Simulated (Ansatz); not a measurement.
# One shape, several levels: doublet GaH3F

Aim: a comparison of 5 runs (U-revPBE/STO-3G, U-wB97M-V/STO-3G, UPBE0/STO-3G, UCCSD/STO-3G, UCCSD(T)/STO-3G) of doublet GaH3F. 

The results are computed with Ansatz 0.2.0.

27 further runs of the same task are left out: 26 that didn't finish, 1 set aside as unsound or not needed.

**1. The molecule**

GaH3F has 5 atoms, charge 0, and is taken as a doublet. As SMILES of the parent species, `[F][GaH3-]`. Geometry: a GFN2-xTB relaxation, a rough one for these elements and not checked as a minimum. That shape belongs to the parent species and isn't relaxed for this state.

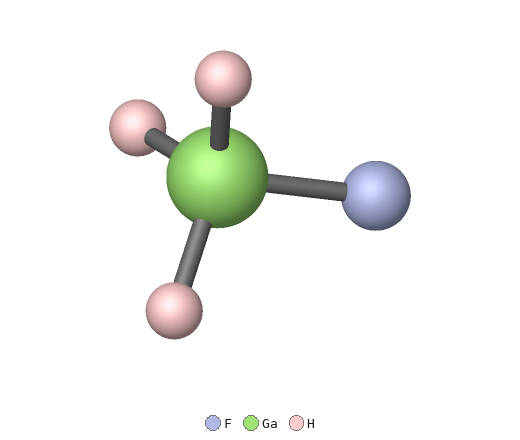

The structure, seen from a chosen angle (fluorine light blue, gallium green, hydrogen pink).

**2. A single-point energy at U-revPBE/STO-3G (run 1)**

Contents of job.yaml:

```yaml
crystal:
  periodic: [false, false, false]
  atoms:
    - symbol: F
      position_ang: [-0.500550, -0.495900, 1.533090]
    - symbol: Ga
      position_ang: [0.029420, 0.026920, -0.084310]
    - symbol: H
      position_ang: [-0.873870, 1.229730, -0.473840]
    - symbol: H
      position_ang: [-0.177300, -1.196140, -1.021500]
    - symbol: H
      position_ang: [1.522310, 0.435400, 0.046550]
basis:
  gaussian: {orbitals: STO-3G}
total_charge: 0
magnetization: {spin_polarized: true, initial_magnetization: 1}
hamiltonian: {xc: {name: revPBE}}
accuracy: high
```

Command:

```console
$ ansatz run job.yaml --threads 1 --pin off --max-ram 2610MiB --events-out events.jsonl --progress --plain --runs-dir runs
```

Log:

```text
Warning: RAYON_NUM_THREADS=1 ignored (pool sized by the plan → 1); use --threads N
Functional definition: revPBE
  name "revPBE"
  parameter kappa = 1.245
  parameter beta = 0.06672455060314922
  exchange = pbe_x(kappa = kappa, mu = beta*pi^2/3)
  correlation = pbe_c(beta = beta)
388 factors; integrals over basis functions are off by at most 2.8e-8 eV
mean field evaluation 1: about -53695.1100 eV, gradient 2.2e2 eV
mean field evaluation 2: about -54198.4159 eV, gradient 1.2e2 eV
mean field evaluation 4: about -54433.4502 eV, gradient 9.4e1 eV
mean field evaluation 8: about -54433.4503 eV, gradient 9.4e1 eV
mean field evaluation 16: about -54484.4409 eV, gradient 2.7e-1 eV
mean field evaluation 32: about -54484.3665 eV, gradient 2.2e0 eV
mean field evaluation 64: about -54483.5220 eV, gradient 8.5e0 eV
mean field evaluation 96: about -54484.3947 eV, gradient 5.9e-2 eV
mean field evaluation 128: about -54483.5162 eV, gradient 8.2e0 eV
mean field -54484.40554752 eV, -2002.2649730149 hartree, gradient 2.1e-8 eV, S^2 0.751191; 20 other end points of the search recorded, 0 dependent functions left out
reference -54484.40554976 eV, -2002.2649730973 hartree; 22, 21 occupied and 4, 5 virtual orbitals, 388 factors
Total energy: -54484.40554976 eV, -2002.2649730973 hartree
```

It took 10 s on 1 thread of Arm Neoverse V2, shared host; peak memory 0.13 GiB.

**3. A single-point energy at U-wB97M-V/STO-3G (run 2)**

Contents of molecule.yaml:

```yaml
basis:
  gaussian:
    orbitals: STO-3G
crystal:
  periodic: [false, false, false]
  atoms:
    - {symbol: F, position_ang: [-0.500550, -0.495900, 1.533090]}
    - {symbol: Ga, position_ang: [0.029420, 0.026920, -0.084310]}
    - {symbol: H, position_ang: [-0.873870, 1.229730, -0.473840]}
    - {symbol: H, position_ang: [-0.177300, -1.196140, -1.021500]}
    - {symbol: H, position_ang: [1.522310, 0.435400, 0.046550]}
magnetization:
  spin_polarized: true
  initial_magnetization: 1
hamiltonian:
  xc: {name: wB97M-V}
accuracy: high
```

Command:

```console
$ ansatz run molecule.yaml --threads 1 --pin off --max-ram 2610MiB --events-out events.jsonl --progress --plain --runs-dir runs
```

Log (excerpt; [...] marks lines left out):

```text
Warning: RAYON_NUM_THREADS=1 ignored (pool sized by the plan → 1); use --threads N
Functional definition: wB97M-V
  name "wB97M-V"
[...]
  gx(w, u) = 1 - cx + cx01*u + cx10*w
  gss(w, u) = css00 + css04*u^4 + css10*w + css20*w^2 + css43*w^4*u^3
  gos(w, u) = cos00 + cos10*w + (cos20 + cos21*u)*w^2 + (cos60 + cos61*u)*w^6
[...]
      + integral(e_c_pw_mod_opposite_spin*gos(b97_w_opposite, b97_u_opposite)) + vv10(b, c)
388 factors; integrals over basis functions are off by at most 2.8e-8 eV
126 factors; integrals over basis functions are off by at most 1.2e-9 eV
[...]
mean field -54491.08375237 eV, -2002.5103925166 hartree, gradient 2.3e-8 eV, S^2 0.752036; 6 other end points of the search recorded, 0 dependent functions left out
reference -54491.08375481 eV, -2002.5103926060 hartree; 22, 21 occupied and 4, 5 virtual orbitals, 388 factors
Total energy: -54491.08375481 eV, -2002.5103926060 hartree
```

It took 85 s on 1 thread of Arm Neoverse V2, shared host; peak memory 0.52 GiB.

Run 3 isn't shown in full; the table further down has it.

**4. The energy at UCCSD/STO-3G (run 4)**

Contents of job.yaml:

```yaml
basis:
  gaussian: {orbitals: STO-3G}
crystal:
  periodic: [false, false, false]
  atoms:
    - {symbol: F, position_ang: [-0.500550, -0.495900, 1.533090]}
    - {symbol: Ga, position_ang: [0.029420, 0.026920, -0.084310]}
    - {symbol: H, position_ang: [-0.873870, 1.229730, -0.473840]}
    - {symbol: H, position_ang: [-0.177300, -1.196140, -1.021500]}
    - {symbol: H, position_ang: [1.522310, 0.435400, 0.046550]}
magnetization: {spin_polarized: true, initial_magnetization: 1}
correlation: {method: ccsd, frozen_orbitals: {F: 1, Ga: 9, H: 0}}
accuracy: high
scf: {omitted_lower_state_checks: [cluster_reference, increment]}
```

Command:

```console
$ ansatz run job.yaml --threads 1 --pin off --max-ram 2610MiB --events-out events.jsonl --progress --plain --runs-dir runs
```

Log:

```text
Warning: RAYON_NUM_THREADS=1 ignored (pool sized by the plan → 1); use --threads N
[... 15 lines left out ...]
10 core orbitals not correlated: weight in the atoms' cores, before any rotation towards them, 0.999 or more for the frozen orbitals, at most 0.001 for the correlated occupied ones
[... 135 lines left out ...]
Total energy: -54445.62992165 eV, -2000.8399950471 hartree
Checks for a lower state left out: cluster_reference, increment
```

Run time: 2.1 s. Hardware: 1 thread of Arm Neoverse V2, shared host; peak memory 0.089 GiB.

**5. A single-point energy at UCCSD(T)/STO-3G (run 5)**

Contents of molecule.yaml:

```yaml
crystal:
  periodic: [false, false, false]
  atoms:
    - {symbol: F, position_ang: [-0.500550, -0.495900, 1.533090]}
    - {symbol: Ga, position_ang: [0.029420, 0.026920, -0.084310]}
    - {symbol: H, position_ang: [-0.873870, 1.229730, -0.473840]}
    - {symbol: H, position_ang: [-0.177300, -1.196140, -1.021500]}
    - {symbol: H, position_ang: [1.522310, 0.435400, 0.046550]}
basis:
  gaussian: {orbitals: STO-3G}
magnetization: {spin_polarized: true, initial_magnetization: 1}
correlation: {method: ccsd_t, frozen_orbitals: {F: 1, Ga: 9, H: 0}}
accuracy: high
scf: {omitted_lower_state_checks: [cluster_reference, increment]}
```

Command:

```console
$ ansatz run molecule.yaml --threads 1 --pin off --max-ram 2610MiB --events-out events.jsonl --progress --plain --runs-dir runs
```

Log:

```text
Warning: RAYON_NUM_THREADS=1 ignored (pool sized by the plan → 1); use --threads N
[... 15 lines left out ...]
10 core orbitals not correlated: weight in the atoms' cores, before any rotation towards them, 0.999 or more for the frozen orbitals, at most 0.001 for the correlated occupied ones
[... 136 lines left out ...]
Total energy: -54445.70460825 eV, -2000.8427397293 hartree
Checks for a lower state left out: cluster_reference, increment
```

Wall time 2.1 s (1 thread of Arm Neoverse V2, shared host); peak memory 0.089 GiB.

**6. All runs side by side**

```
run             level  frozen core orbitals   energy (Eh)   ⟨S²⟩  wall time
  1   U-revPBE/STO-3G                     –  -2002.264973  0.751       10 s
  2  U-wB97M-V/STO-3G                     –  -2002.510393  0.752       85 s
  3      UPBE0/STO-3G                     –  -2002.145505  0.752       10 s
  4      UCCSD/STO-3G                    10  -2000.839995  0.751      2.1 s
  5   UCCSD(T)/STO-3G                    10  -2000.842740  0.751      2.1 s
```

**7. Summary of results**

| quantity | value |
| --- | --- |
| run 5: total energy | -2000.84274 Eh |
| run 5: correlation energy (10 core orbitals frozen) | -85.2 mEh |
| run 5: (T) correction | -2.74 mEh |
| run 5: ⟨S²⟩ of the reference determinant | 0.751 |
| run 5: T1 diagnostic | 0.015 |

What this shows: Totals of different functionals can't be ranked against each other. In runs 1, 2, 3, 4, 5 the basis is minimal, so the values are rough. All runs together took 1.8 min, the longest 85 s.
